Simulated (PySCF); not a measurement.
# C₃H₇BrSi: geometry, electronic excitations

What electronic excitations should C₃H₇BrSi (`Br[SiH2]C1CC1`) show?

The runs use PySCF 2.14.0, with density-fitted response routines of our own; the level of theory stands in each step. All values are computed, except where a source is named. Atoms are numbered from 0 throughout.

### Step 1. The molecule as given

12 atoms, charge 0, multiplicity 1; geometry from: GFN2-xTB. The atoms were then displaced at random by about 0.01 Å, so the start is not that level's minimum.

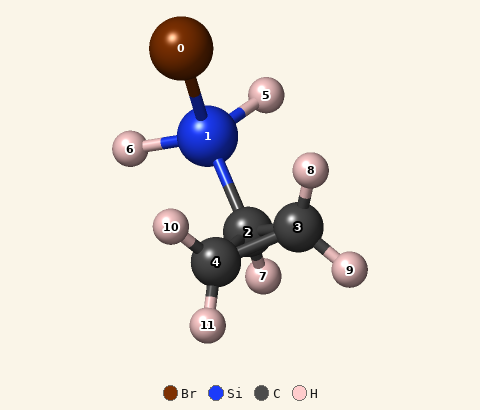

The starting geometry (bromine brown, silicon blue, carbon dark grey, hydrogen pink), atoms numbered; sticks join atoms by distance.

### Step 2. Optimising the geometry at PBE0-D3(BJ)/def2-SVP

The job: settings as JSON, then the geometry in Å.

```
{"job": {"xc": "PBE0", "basis": "def2-SVP", "d3": "d3bj", "grid": 1, "shake": 0.01, "kind": "geom"}, "charge": 0, "multiplicity": 1}
Br     1.896190     0.856880     1.777970
Si     1.675230    -0.033670    -0.244260
C     -0.164530    -0.286030    -0.596260
C     -1.078400    -0.634960     0.507590
C     -1.173900     0.706020    -0.128690
H      2.410340    -1.280250    -0.162540
H      2.291990     0.932270    -1.154400
H     -0.335070    -0.734950    -1.554850
H     -0.746000    -0.702910     1.544480
H     -1.896930    -1.349660     0.297280
H     -0.850570     1.556150     0.476290
H     -1.988670     0.942830    -0.771630
```

Launch:

```sh
OMP_NUM_THREADS=1 python probes_run.py task.json out
```

This one command runs all jobs of the session in turn.

**Question.** This job is followed by: TDDFT PBE0/aug-cc-pVDZ, vertical, gas phase, core orbitals frozen in the response; TDDFT PBE0/def2-TZVPD, vertical, gas phase, core orbitals frozen in the response. Predict these results of the whole session: point group; rotational constants (main isotopes); lowest singlet (PBE0/aug-cc-pVDZ); brightest single state of those computed; lowest triplet; range of the lowest singlet.

The runs gave:

| quantity | value |
| --- | --- |
| point group | Cs |
| rotational constants (main isotopes) | 4.57, 1.44, 1.21 GHz |
| lowest singlet (PBE0/aug-cc-pVDZ) | 6.51 eV (190 nm), f = 0.016 |
| brightest single state of those computed | state 5, 7.28 eV, f = 0.023 |
| lowest triplet | 6.14 eV |
| range of the lowest singlet | 6.51 to 6.58 eV |

Over 4 steps the energy fell by 0.123 eV; of the close pairs, Si1–H5 changed most, 1.449 to 1.491 Å. No frequency check was run at this level, so the end point may be a saddle. The first singlet state (HOMO→LUMO 0.95) lies at 6.51 eV and is weak; of the 10 states computed, the strongest absorption comes from states 5 to 6 together at 7.28 eV. The lowest triplet lies 0.37 eV below the lowest singlet (triplets in Tamm-Dancoff, singlets in full TDDFT). The lowest singlet runs from 6.51 eV (PBE0/aug-cc-pVDZ) to 6.58 eV (PBE0/def2-TZVPD), while the orbital gap spans 7.84 to 7.94 eV. The lowest state need not be the same one in every run.
